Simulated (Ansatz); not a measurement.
## Electronic structure of F2Si···H2 in real space

```xyz
5

Si    0.9086    0.3812   -1.0710
F     0.9820    1.3892    0.1729
F     1.5327   -0.9394   -0.4132
H    -1.8712   -0.6213    0.3872
H    -1.5519   -0.2097    0.9240
```

Computed with RKS PBE0-D4/def2-TZVP in Ansatz.

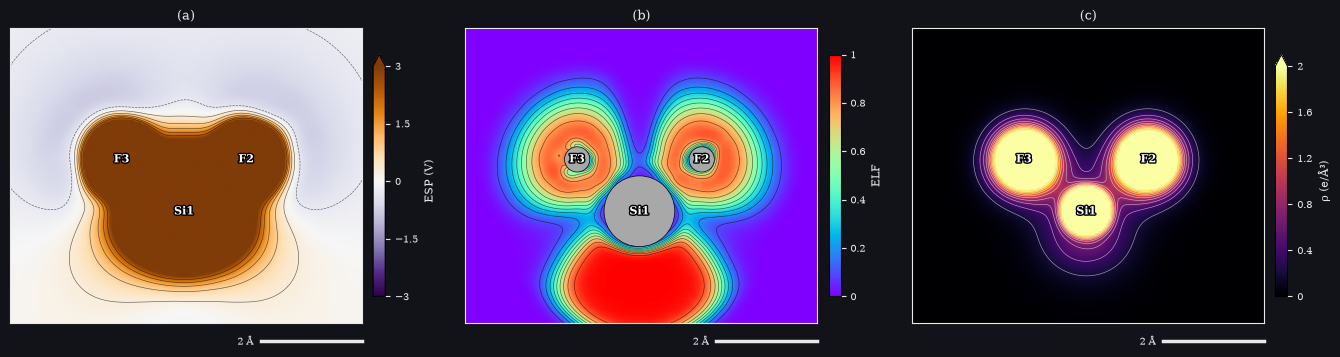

Figure 1. (a) electrostatic potential; (b) electron localisation function; (c) electron density on the plane of atoms F2, Si1 and F3. Grey discs cover the atomic cores in the ELF map.

Read the bonding off the picture.

The section cuts through Si and F sites. Si–F (1.60 Å): ρ at the midpoint is about 1.2 e/Å³; the ELF peaks at about 0.85 in the valence shell of F, 0.6 Å from its nucleus, and is about 0.55 at the midpoint. The ELF also peaks beside Si1, F2 and F3, away from the bonds: lone-pair regions. Outside the dense part of the complex the potential is most negative (−0.8 V) near F3.

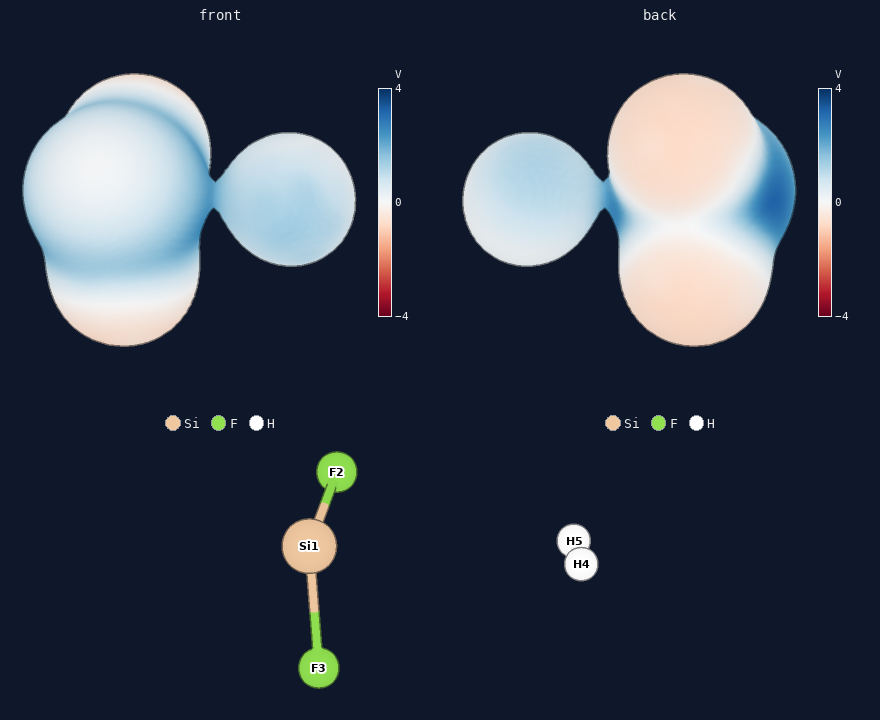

Figure 2. The electrostatic potential painted on the density surface at 0.004 e/bohr³, seen from the front and from behind; the colour scale runs from red (negative) to blue (positive). The bare structure is drawn below in the same view.

Which sites attract a positive test charge, and which a negative one?

A positive charge is drawn to the negative regions and a negative charge to the positive ones. The most negative region (about −0.8 V, or −18 kcal/mol for a unit charge) lies over F2 and F3, the most positive (about +3.1 V, or +71 kcal/mol for a unit charge) over Si1.

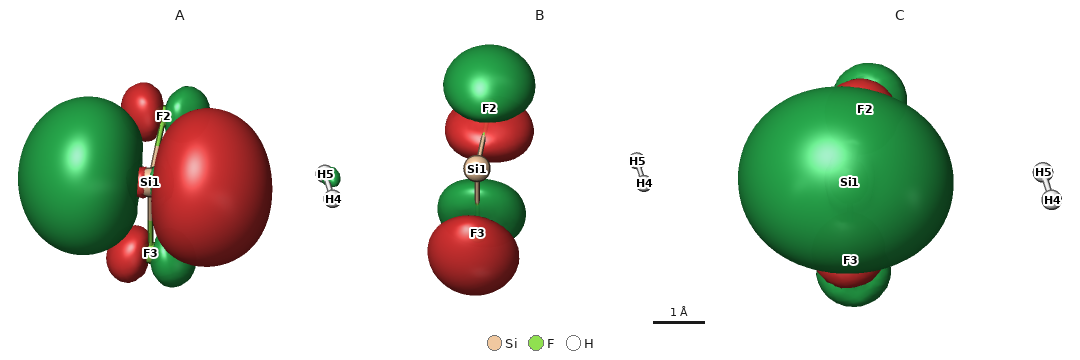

Figure 3. Three frontier orbitals at ±0.1 Å⁻³ᐟ² (green and red are the two phases), in no order.

Order the three orbitals by energy and name them.

B is the HOMO−1 (−12.03 eV). By Hirshfeld shares it lies mainly on F3 (about 45 %) and F2 (about 45 %); largely a combination of lone pairs on F3 and F2. C is the HOMO (−8.24 eV). It lies mainly on Si1 (about 80 %), F2 (about 10 %) and F3 (about 10 %). A is the LUMO (−2.04 eV). It lies mainly on Si1 (about 85 %), F3 (about 5 %) and F2 (about 5 %).

What is the HOMO–LUMO gap?

6.20 eV between the orbital energies.
